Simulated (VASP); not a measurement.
Band structure of LaB2Ir2C (space group I4/mmm). Computed with PBEsol GGA, VASP's PBE PAW potentials (set 64) (plane waves; VASP 6.6.1).

Unless said otherwise, spin-orbit coupling is left out, though it shifts the bands of the heavy elements here.

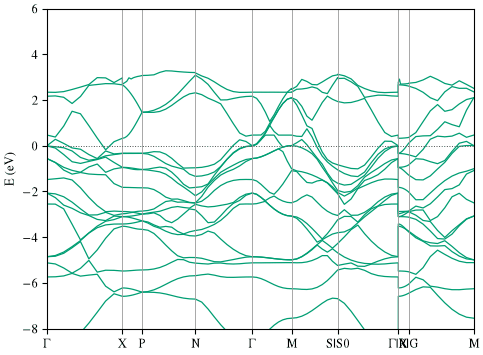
*Bands along high-symmetry lines, zero at the valence-band maximum or, without a gap, the Fermi level*

Q: Read the plot: is there a gap, and where are the band edges?

A: It has no gap at this level: it comes out as a metal or semimetal. (Edges off the drawn lines would not show.)

The structure comes from a computed database's LaB2Ir2C entry (I4/mmm); how it stands against other phases isn't given here. It was relaxed first. The electron count is odd and the run is not spin-polarised, which forces a metal.
